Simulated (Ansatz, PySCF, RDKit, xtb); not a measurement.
**CH5GaSe: ranking a sample of isomers**

A sample of isomers of CH5GaSe is drawn. Aim: find which of them has the lowest free energy at 298.15 K, then its properties. The sample is small against all isomers, and the most stable one of this formula need not be in it. One structure proposed beforehand is put among the starts (marked given), to see whether the search confirms or beats it.

The funnel: GFN2-xTB relaxations, single points with a density functional, relaxations at PBE0-D4/def2-SVP, harmonic vibrations, and a last energy at a higher level. All values are calculated.

5 further runs of the same task are left out: 5 set aside as unsound or not needed.

## 1. Drawing up candidates

Isomers were drawn by moving bonds and hydrogen atoms under normal valences; this is a sample, not all of them. O–O, O–halogen and N–halogen bonds and N–N–N chains are not drawn. That gives 3 candidates.

```
label            SMILES     spin
 c116   [CH3][GaH][SeH]  singlet
 c455  [GaH2][CH2][SeH]  singlet
 c993       C[Se][GaH2]  singlet
```

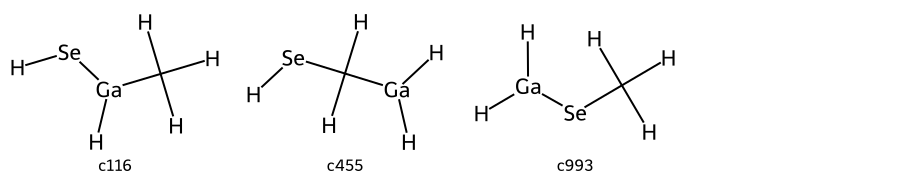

Structural formulas of the candidates.

Candidates are built by distance geometry, with a force field where one applies, in up to four conformers (letters a to d).

## 2. Search with GFN2-xTB

All 6 starts are relaxed the same way. One of them, c993a (given structure), in full:

start.xyz

```xyz
8
c993a
C     -0.873520     1.098060    -0.176930
Ga     1.178730    -1.277230     0.207900
Se     1.107910     1.026650    -0.113900
H     -1.180010     1.404850    -1.173080
H     -1.215660     1.821250     0.557740
H     -1.273430     0.106280     0.053990
H      2.474700    -2.163230     0.310370
H     -0.218710    -2.016640     0.333910
```

Command:

```sh
$ xtb start.xyz --gfn 2 --opt
```

The program printed, shortened:

```text
* xtb version 6.7.1
[...]
          :  # basis functions                  29          :
[...]
          :  # electrons                        18          :
[...]
          :  Hamiltonian                  GFN2-xTB          :
[...]
          :  net charge                          0          :
          :  unpaired electrons                  0          :
[...]
   *** convergence criteria satisfied after 12 iterations ***
[...]
   *** GEOMETRY OPTIMIZATION CONVERGED AFTER 1 ITERATIONS ***
[...]
   *** convergence criteria satisfied after 3 iterations ***
[...]
         ::                     SUMMARY                     ::
         :::::::::::::::::::::::::::::::::::::::::::::::::::::
         :: total energy              -9.058788087789 Eh    ::
         :: gradient norm              0.000136530894 Eh/a0 ::
         :: HOMO-LUMO gap              3.947609993306 eV    ::
         ::.................................................::
         :: SCC energy                -9.124390975396 Eh    ::
         :: -> isotropic ES            0.014858824247 Eh    ::
         :: -> anisotropic ES         -0.000403611043 Eh    ::
         :: -> anisotropic XC          0.002963999163 Eh    ::
         :: -> dispersion             -0.004485095407 Eh    ::
         :: repulsion energy           0.065602887607 Eh    ::
         :: add. restraining           0.000000000000 Eh    ::
         :: total charge               0.000000000000 e     ::
         :::::::::::::::::::::::::::::::::::::::::::::::::::::
[...]
         9        2.0000           -0.3855322             -10.4909 (HOMO)
        10                         -0.2404602              -6.5433 (LUMO)
[...]
          | TOTAL ENERGY               -9.058788087789 Eh   |
          | GRADIENT NORM               0.000136530894 Eh/α |
          | HOMO-LUMO GAP               3.947609993306 eV   |
           -------------------------------------------------
[...]
```

Wall time 0.034 s (2 threads of Arm Neoverse V1, shared host).

## 3. What the search left

6 of the 6 relaxations converged; 2 ended on a minimum already found. 4 distinct structures remain:

```
label  start          SMILES after     spin  energy (kcal/mol)           note
c116b  drawn       [CH3][GaH][SeH]  singlet                0.0               
c116a  drawn       [CH3][GaH][SeH]  singlet                0.0               
c993a  given           C[Se][GaH2]  singlet                2.9               
c455a  drawn  [CH2]1[GaH2][SeH]1 ‡  singlet               37.0  bonds changed
```

‡ marks the bonded skeleton alone, with all bonds drawn single: no Lewis structure was assigned that passes a check against the bond lengths.

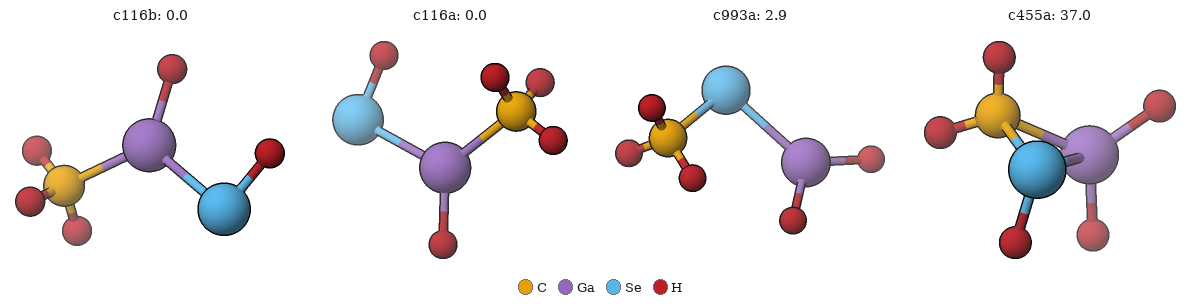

The 4 lowest minima that did not fall apart, with their GFN2-xTB energies in kcal/mol.

## 4. Screening with a density functional

A choice of the minima (the low ones first, few conformers of a pattern, up to a cap) and the lowest that fell apart get a single point at r2SCAN-D4/def2-SVP on the tight-binding geometry, and one at HF/STO-3G for comparison. The lowest singlets are also tried as triplets at the same geometry (label ending in t). The first, c993a:

input.yaml

```yaml
crystal:
  periodic: [false, false, false]
  atoms:
    - {symbol: C, position_ang: [-0.873520, 1.098060, -0.176930]}
    - {symbol: Ga, position_ang: [1.178730, -1.277230, 0.207900]}
    - {symbol: Se, position_ang: [1.107910, 1.026650, -0.113900]}
    - {symbol: H, position_ang: [-1.180010, 1.404850, -1.173080]}
    - {symbol: H, position_ang: [-1.215660, 1.821250, 0.557740]}
    - {symbol: H, position_ang: [-1.273430, 0.106280, 0.053990]}
    - {symbol: H, position_ang: [2.474700, -2.163230, 0.310370]}
    - {symbol: H, position_ang: [-0.218710, -2.016640, 0.333910]}
basis:
  gaussian: {orbitals: def2-SVP}
hamiltonian: {xc: {name: r2SCAN}, dispersion: d4}
scf: {lower_state_search: "off"}
output: {orbitals: {seedname: orbitals}}
```

Command:

```sh
$ ansatz run input.yaml --threads 2 --pin off --max-ram 5220MiB --events-out events.jsonl --progress --plain --runs-dir runs
```

The program printed, shortened:

```text
Warning: RAYON_NUM_THREADS=2 ignored (pool sized by the plan → 2); use --threads N
Functional definition: r2SCAN
  name "r2SCAN"
[...]
1149 factors; their error is unknown
[...]
mean field -118830.14380546 eV, -4366.9272388863 hartree, gradient 5.1e-6 eV, S^2 0.000000; 0 other end points of the search recorded, 0 dependent functions left out
reference -118830.14381623 eV, -4366.9272392822 hartree; 38, 38 occupied and 65, 65 virtual orbitals, 1149 factors
Total energy: -118830.18144027 eV, -4366.9286219402 hartree
Checks for a lower state left out: stability, starts, cluster_reference, orbital_swaps, neighbouring_geometries, increment
```

It took 2.4 s on 2 threads of Arm Neoverse V1, shared host.

Relative energies in kcal/mol, each column from its lowest structure that stays in one piece:

```
 label                SMILES     spin  GFN2-xTB  HF/STO-3G  r2SCAN-D4/def2-SVP
 c116a       [CH3][GaH][SeH]  singlet       0.0        0.0                 0.0
 c116b       [CH3][GaH][SeH]  singlet       0.0        0.1                 0.3
 c993a           C[Se][GaH2]  singlet       2.9        5.9                11.4
 c455a  [CH2]1[GaH2][SeH]1 ‡  singlet      37.0       32.2                36.8
c993at           C[Se][GaH2]  triplet         –          –               101.9
c116at       [CH3][GaH][SeH]  triplet         –          –               102.5
```

‡ marks the bonded skeleton alone, with all bonds drawn single: no Lewis structure was assigned that passes a check against the bond lengths.

## 5. Refinement at PBE0-D4/def2-SVP

3 candidates are relaxed at PBE0-D4/def2-SVP (chosen among the lowest in one piece). The first, c993a:

input.yaml: that of step 4 with these lines changed.

```diff
@@ -12,5 +12,12 @@
 basis:
-  gaussian: {orbitals: def2-SVP}
-hamiltonian: {xc: {name: r2SCAN}, dispersion: d4}
-scf: {lower_state_search: "off"}
-output: {orbitals: {seedname: orbitals}}
+  gaussian:
+    orbitals: def2-SVP
+magnetization:
+  spin_polarized: false
+hamiltonian:
+  xc: {name: PBE0}
+  dispersion: d4
+scf:
+  lower_state_search: "off"
+relax:
+  f_tol: 0.003
```

Command:

```sh
$ ansatz run input.yaml --threads 2 --pin off --max-ram 5220MiB --events-out events.jsonl --progress --plain --runs-dir runs
```

The program printed, shortened:

```text
Warning: RAYON_NUM_THREADS=2 ignored (pool sized by the plan → 2); use --threads N
[...]
Functional definition: PBE0
  name "PBE0"
[...]
1102 factors; integrals over basis functions are off by at most 3.8e-4 eV
[...]
mean field -118815.19840132 eV, -4366.3780054144 hartree, gradient 2.7e-6 eV, S^2 0.000000; 0 other end points of the search recorded, 0 dependent functions left out
[...]
Atom 4 at    -1.154152     1.849456     0.596514 Å, force     0.000065    -0.000486    -0.000230 eV/Å
Atom 5 at    -1.407757     0.182293    -0.013385 Å, force     0.000657     0.000100    -0.000088 eV/Å
Atom 6 at     2.594900    -2.023504     0.327013 Å, force     0.000089     0.000581    -0.000009 eV/Å
Atom 7 at    -0.199212    -2.150546     0.377342 Å, force    -0.000048    -0.000247     0.000095 eV/Å
Dipole moment:    -0.270303    -0.050110     0.011277 e Å
Checks for a lower state left out: stability, starts, cluster_reference, orbital_swaps, neighbouring_geometries, increment
```

Run time: 31 s. Hardware: 2 threads of Arm Neoverse V1, shared host.

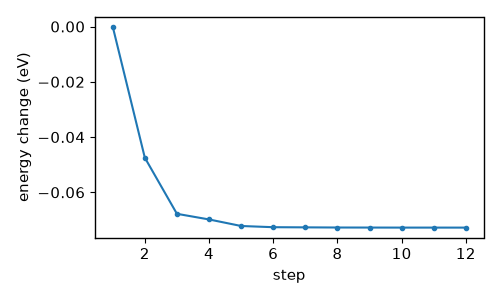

Energy along the run, all evaluated steps.

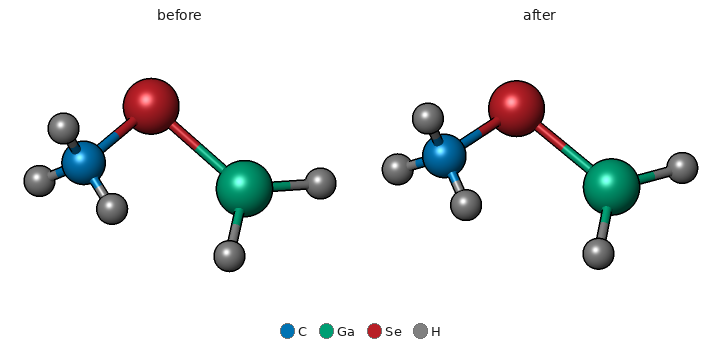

Before and after, at one scale.

After the run. Bond lengths: C1–Se3 1.960 Å, Ga2–Se3 2.307 Å, C1–H4 1.097 Å, C1–H5 1.097 Å, C1–H6 1.097 Å, Ga2–H7 1.563 Å, Ga2–H8 1.567 Å. Angles: C1–Se3–Ga2 100.3°, Se3–C1–H4 108.6°, Se3–C1–H5 108.6°, Se3–C1–H6 110.9°, Se3–Ga2–H7 116.6°, Se3–Ga2–H8 116.6°, H4–C1–H5 109.6°, H4–C1–H6 109.6°, H5–C1–H6 109.6°, H7–Ga2–H8 126.7°.

## 6. Ranking at PBE0-D4/def2-SVP

```
label     spin  r2SCAN-D4/def2-SVP (kcal/mol)  PBE0-D4/def2-SVP, relaxed (kcal/mol)  time
c116b  singlet                            0.3                                   0.0  89 s
c116a  singlet                            0.0                                   0.1  13 s
c993a  singlet                           11.4                                  11.0  31 s
```

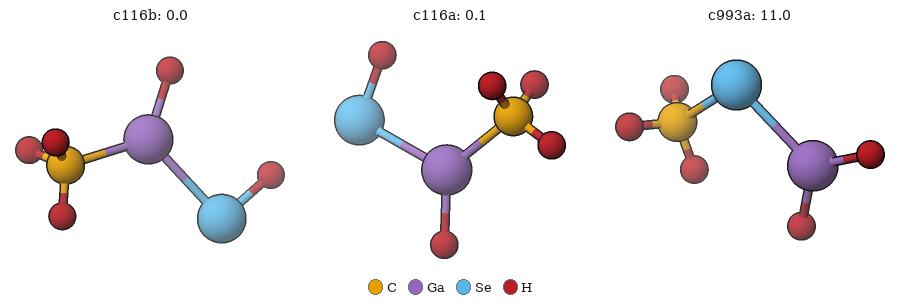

The relaxed structures, with energies at PBE0-D4/def2-SVP in kcal/mol.

## 7. Are they minima? Harmonic frequencies

The lowest few in one piece go on as finalists. Harmonic vibrations at PBE0-D4/def2-SVP test each finalist and give the zero-point energy and the thermal terms. The first, c993a:

input.yaml

```yaml
crystal:
  periodic: [false, false, false]
  atoms:
    - {symbol: C, position_ang: [-0.885491, 1.131364, -0.188695]}
    - {symbol: Ga, position_ang: [1.166728, -1.396588, 0.232142]}
    - {symbol: Se, position_ang: [1.057536, 0.873917, -0.162330]}
    - {symbol: H, position_ang: [-1.172542, 1.533599, -1.168601]}
    - {symbol: H, position_ang: [-1.154152, 1.849456, 0.596514]}
    - {symbol: H, position_ang: [-1.407757, 0.182293, -0.013385]}
    - {symbol: H, position_ang: [2.594900, -2.023504, 0.327013]}
    - {symbol: H, position_ang: [-0.199212, -2.150546, 0.377342]}
basis:
  gaussian:
    orbitals: def2-SVP
hamiltonian:
  xc: {name: PBE0}
  dispersion: d4
scf:
  lower_state_search: "off"
phonons: {}
```

Command:

```sh
$ ansatz run input.yaml --threads 2 --pin off --max-ram 5220MiB --events-out events.jsonl --progress --plain --runs-dir runs
```

The program printed, shortened:

```text
Warning: RAYON_NUM_THREADS=2 ignored (pool sized by the plan → 2); use --threads N
[... 2 set-up lines as earlier in the session ...]
[...]
1101 factors; integrals over basis functions are off by at most 3.5e-4 eV
[...]
mean field -118815.27250751 eV, -4366.3807287666 hartree, gradient 7.8e-6 eV, S^2 0.000000; 0 other end points of the search recorded, 0 dependent functions left out
[...]
Atom 6 at     2.594900    -2.023504     0.327013 Å, force     0.000059     0.000617    -0.000010 eV/Å
Atom 7 at    -0.199212    -2.150546     0.377342 Å, force    -0.000059    -0.000172     0.000082 eV/Å
Dipole moment:    -0.270309    -0.050104     0.011276 e Å
Vibrations: 63.55 155.65 258.67 302.15 452.50 571.05 610.15 719.42 916.29 918.64 1297.61 1441.05 1449.45 1977.78 2005.72 3079.70 3202.48 3204.48 cm⁻¹, zero-point energy 1.402654 eV
Checks for a lower state left out: stability, starts, cluster_reference, orbital_swaps, neighbouring_geometries, increment
```

It took 1.8 min on 2 threads of Arm Neoverse V1, shared host.

## 8. c116a is a saddle point: moving off it

The lowest mode of c116a is imaginary, 44i cm⁻¹. The structure is pushed 0.25 Å along it and relaxed again.

input.yaml

```yaml
crystal:
  periodic: [false, false, false]
  atoms:
    - {symbol: C, position_ang: [-3.030254, -1.642442, 0.372164]}
    - {symbol: Ga, position_ang: [-2.572108, 0.198388, 0.878697]}
    - {symbol: Se, position_ang: [-0.722590, 0.546501, 2.256805]}
    - {symbol: H, position_ang: [-3.788529, -1.664297, -0.462549]}
    - {symbol: H, position_ang: [-3.461351, -2.157731, 1.269243]}
    - {symbol: H, position_ang: [-2.095144, -2.192571, 0.069376]}
    - {symbol: H, position_ang: [-3.319261, 1.516487, 0.499496]}
    - {symbol: H, position_ang: [-0.392971, -0.878537, 2.346094]}
basis:
  gaussian: {orbitals: def2-SVP}
hamiltonian: {xc: {name: PBE0}, dispersion: d4}
relax: {f_tol: 0.003}
scf: {lower_state_search: off}
```

Command:

```sh
$ ansatz run input.yaml --threads 2 --pin off --max-ram 5220MiB --events-out events.jsonl --progress --plain --runs-dir runs
```

The program printed, shortened:

```text
Warning: RAYON_NUM_THREADS=2 ignored (pool sized by the plan → 2); use --threads N
[...]
[... 2 set-up lines as earlier in the session ...]
[...]
1102 factors; integrals over basis functions are off by at most 2.9e-4 eV
[...]
mean field -118815.71937905 eV, -4366.3971509930 hartree, gradient 2.6e-6 eV, S^2 0.000000; 0 other end points of the search recorded, 0 dependent functions left out
[...]
Atom 4 at    -3.987394    -1.984977     0.884049 Å, force    -0.000075    -0.000480     0.000252 eV/Å
Atom 5 at    -2.254909    -2.373238     0.666329 Å, force     0.000335    -0.000660     0.000035 eV/Å
Atom 6 at    -3.511964     1.434923     0.805495 Å, force     0.000274    -0.000144     0.000087 eV/Å
Atom 7 at    -0.155586    -0.795946     2.040135 Å, force    -0.000089    -0.000068    -0.000137 eV/Å
Dipole moment:    -0.171372    -0.317060    -0.150150 e Å
Checks for a lower state left out: stability, starts, cluster_reference, orbital_swaps, neighbouring_geometries, increment
```

It took 98 s on 2 threads of Arm Neoverse V1, shared host.

The energy changes by -0.12 kcal/mol.

## 9. Thermal terms of the finalists

At 298.15 K and 1 atm, ideal gas, rigid rotor and harmonic oscillator:

```
label           SMILES     spin  point group  lowest mode (cm⁻¹)  zero-point (kcal/mol)  G − E (kcal/mol)
c116b  [CH3][GaH][SeH]  singlet           Cs                  53                   31.9              12.1
c116a  [CH3][GaH][SeH]  singlet           Cs                  42                   31.9              12.0
c993a      C[Se][GaH2]  singlet           Cs                  64                   32.3              12.8
```

## 10. The final energy

Each finalist gets a single point at CCSD(T)/def2-SVP + MP2/def2-TZVPP - MP2/def2-SVP.

c116b, CCSD(T)/def2-SVP:

input.yaml

```yaml
crystal:
  periodic: [false, false, false]
  atoms:
    - {symbol: C, position_ang: [-1.119797, -0.381286, -1.611049]}
    - {symbol: Ga, position_ang: [-0.768361, -0.100474, 0.296704]}
    - {symbol: Se, position_ang: [1.073382, 1.219112, 0.844959]}
    - {symbol: H, position_ang: [-1.097412, -1.458142, -1.842358]}
    - {symbol: H, position_ang: [-0.385044, 0.131193, -2.247664]}
    - {symbol: H, position_ang: [-2.126186, -0.012811, -1.866030]}
    - {symbol: H, position_ang: [-1.606878, -0.678150, 1.487567]}
    - {symbol: H, position_ang: [0.859979, 1.090172, 2.294241]}
basis:
  gaussian:
    orbitals: def2-SVP
correlation:
  method: ccsd_t
  frozen_orbitals: {C: 1, Ga: 9, Se: 9, H: 0}
```

Command:

```sh
$ ansatz run input.yaml --threads 2 --pin off --max-ram 5220MiB --events-out events.jsonl --progress --plain --runs-dir runs
```

The program printed, shortened:

```text
Warning: RAYON_NUM_THREADS=2 ignored (pool sized by the plan → 2); use --threads N
Functional definition: HF
  name "HF"
[...]
1037 factors; integrals over basis functions are off by at most 1.2e-3 eV
[...]
mean field -118732.41625123 eV, -4363.3358175105 hartree, gradient 2.2e-6 eV, S^2 0.000000; 0 other end points of the search recorded, 0 dependent functions left out
19 core orbitals not correlated: weight in the atoms' cores, before any rotation towards them, 1.000 or more for the frozen orbitals, at most 0.000 for the correlated occupied ones
reference -118732.41625123 eV, -4363.3358175105 hartree; 19, 19 occupied and 65, 65 virtual orbitals, 1037 factors
second order -16.34091043 eV of doubles, -0.00000000 eV of singles
cycle   1  -16.26816377 eV  change    7.3e-2 eV  update   9.7e-2
[...]
cycle   9  -16.85590350 eV  change   -1.8e-6 eV  update   1.7e-5
perturbative correction -0.50126929 eV, -0.0184213068 hartree
Total energy: -118749.77342403 eV, -4363.9736818456 hartree
```

Wall time 11 s (2 threads of Arm Neoverse V1, shared host).

## 11. c116b at MP2/def2-TZVPP

input.yaml: that of step 10 with these lines changed.

```diff
@@ -12,6 +12,3 @@
 basis:
-  gaussian:
-    orbitals: def2-SVP
-correlation:
-  method: ccsd_t
-  frozen_orbitals: {C: 1, Ga: 9, Se: 9, H: 0}
+  gaussian: {orbitals: def2-TZVPP}
+correlation: {method: mp2, frozen_orbitals: {C: 1, Ga: 9, Se: 9, H: 0}}
```

Command:

```sh
$ ansatz run input.yaml --threads 2 --pin off --max-ram 5220MiB --events-out events.jsonl --progress --plain --runs-dir runs
```

The program printed, shortened:

```text
Warning: RAYON_NUM_THREADS=2 ignored (pool sized by the plan → 2); use --threads N
[... 2 set-up lines as earlier in the session ...]
[...]
1203 factors; integrals over basis functions are off by at most 1.5e-3 eV
[...]
mean field -118748.49310367 eV, -4363.9266309403 hartree, gradient 1.2e-6 eV, S^2 0.000000; 0 other end points of the search recorded, 0 dependent functions left out
19 core orbitals not correlated: weight in the atoms' cores, before any rotation towards them, 1.000 or more for the frozen orbitals, at most 0.000 for the correlated occupied ones
reference -118748.49310367 eV, -4363.9266309403 hartree; 19, 19 occupied and 159, 159 virtual orbitals, 1203 factors
second order -18.68413348 eV of doubles, -0.00000000 eV of singles
Total energy: -118767.17723715 eV, -4364.6132601812 hartree
```

It took 5.1 s on 2 threads of Arm Neoverse V1, shared host.

## 12. c993a at CCSD(T)/def2-SVP

input.yaml

```yaml
crystal:
  periodic: [false, false, false]
  atoms:
    - symbol: C
      position_ang: [-0.885491, 1.131364, -0.188695]
    - symbol: Ga
      position_ang: [1.166728, -1.396588, 0.232142]
    - symbol: Se
      position_ang: [1.057536, 0.873917, -0.162330]
    - symbol: H
      position_ang: [-1.172542, 1.533599, -1.168601]
    - symbol: H
      position_ang: [-1.154152, 1.849456, 0.596514]
    - symbol: H
      position_ang: [-1.407757, 0.182293, -0.013385]
    - symbol: H
      position_ang: [2.594900, -2.023504, 0.327013]
    - symbol: H
      position_ang: [-0.199212, -2.150546, 0.377342]
basis:
  gaussian:
    orbitals: def2-SVP
correlation:
  method: ccsd_t
  frozen_orbitals: {C: 1, Ga: 9, Se: 9, H: 0}
```

Command:

```sh
$ ansatz run input.yaml --threads 2 --pin off --max-ram 5220MiB --events-out events.jsonl --progress --plain --runs-dir runs
```

The program printed, shortened:

```text
Warning: RAYON_NUM_THREADS=2 ignored (pool sized by the plan → 2); use --threads N
[... 2 set-up lines as earlier in the session ...]
[...]
1037 factors; integrals over basis functions are off by at most 1.2e-3 eV
[...]
mean field -118731.90619823 eV, -4363.3170734084 hartree, gradient 2.4e-6 eV, S^2 0.000000; 0 other end points of the search recorded, 0 dependent functions left out
19 core orbitals not correlated: weight in the atoms' cores, before any rotation towards them, 1.000 or more for the frozen orbitals, at most 0.000 for the correlated occupied ones
reference -118731.90619823 eV, -4363.3170734084 hartree; 19, 19 occupied and 65, 65 virtual orbitals, 1037 factors
second order -16.30974424 eV of doubles, -0.00000000 eV of singles
cycle   1  -16.21014098 eV  change    1.0e-1 eV  update   1.0e-1
[...]
cycle   9  -16.83563874 eV  change   -1.4e-5 eV  update   2.3e-5
perturbative correction -0.51461288 eV, -0.0189116744 hartree
Total energy: -118749.25644985 eV, -4363.9546833949 hartree
```

Run time: 11 s. Hardware: 2 threads of Arm Neoverse V1, shared host.

[end of part 1 of 2]
